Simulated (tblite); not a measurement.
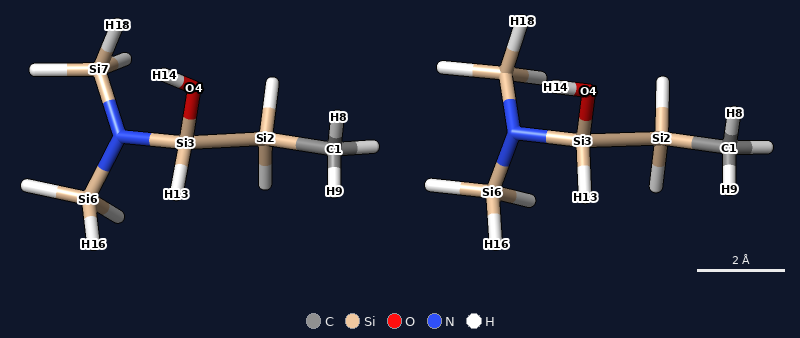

Two geometries of CH₁₃NOSi₄, drawn at one scale. One is the start of a relaxation, the other its converged end. The picture is a stick view, seen at a tilt.

Method: GFN2-xTB geometry optimisation, gas phase in tblite 0.8.0. 

Question: Which one is relaxed?

Answer: The left one is the relaxed one. An H atom moves most after the best rigid fit: 0.57 Å. By element the largest moves are H 0.57 Å, N 0.37 Å, O 0.28 Å, Si 0.22 Å, C 0.15 Å. Among the contacts that change: N–Si 1.693 → 1.758 Å, Si–Si 2.347 → 2.297 Å, C–Si 1.863 → 1.903 Å, N–Si 1.702 → 1.739 Å. Among the angles between lasting bonds that change: Si–Si–H 107.3° → 119.7°, Si–N–Si 108.6° → 119.0°, Si–Si–O 111.1° → 103.1°. Over 96 geometry steps the energy falls by 12.8 kcal/mol.
